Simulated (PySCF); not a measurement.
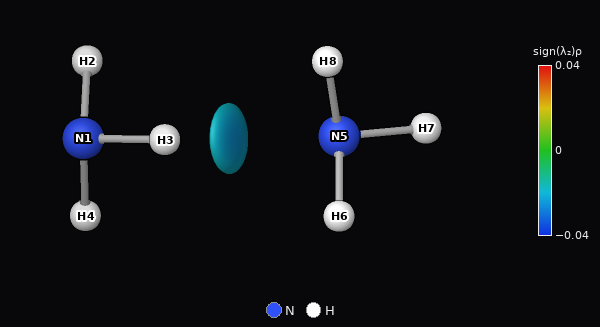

Figure. H6N2, SMILES `N.N`. Non-covalent interaction surfaces between the fragments (reduced density gradient s = 0.5, coloured by sign(λ₂)ρ in a.u.; trimmed to the region between the fragments where ρ is under 0.06 a.u.). Fragment A: NH3 (atoms 1–4); fragment B: NH3.

Computed with PySCF, CAM-B3LYP/def2-SVPD, geometry: GFN2-xTB.

Cartesian coordinates (Å):

```
N1       1.6244    0.0011    0.1095
H2       1.9010   -0.8264   -0.4062
H3       0.6063    0.0217    0.1159
H4       1.9351    0.8026   -0.4275
N5      -1.4738    0.0013   -0.0271
H6      -1.7671    0.8522    0.4376
H7      -2.0189   -0.0915   -0.8757
H8      -1.7104   -0.7752    0.5788
```

Question: Interpret the surfaces between the fragments.

Answer: Bond critical points between the fragments: H3···N5, hydrogen bond, 2.08 Å, ρ = 0.023 a.u. It appears blue-green. The pose is a local one from a semi-empirical search, not shown to be the most stable.

Question: How strongly are they bound?

Answer: The counterpoise-corrected interaction energy of the frozen fragments is −2.1 kcal/mol without dispersion correction and −2.6 kcal/mol with D3(BJ). The pair geometry is semi-empirical, not a minimum at this level.
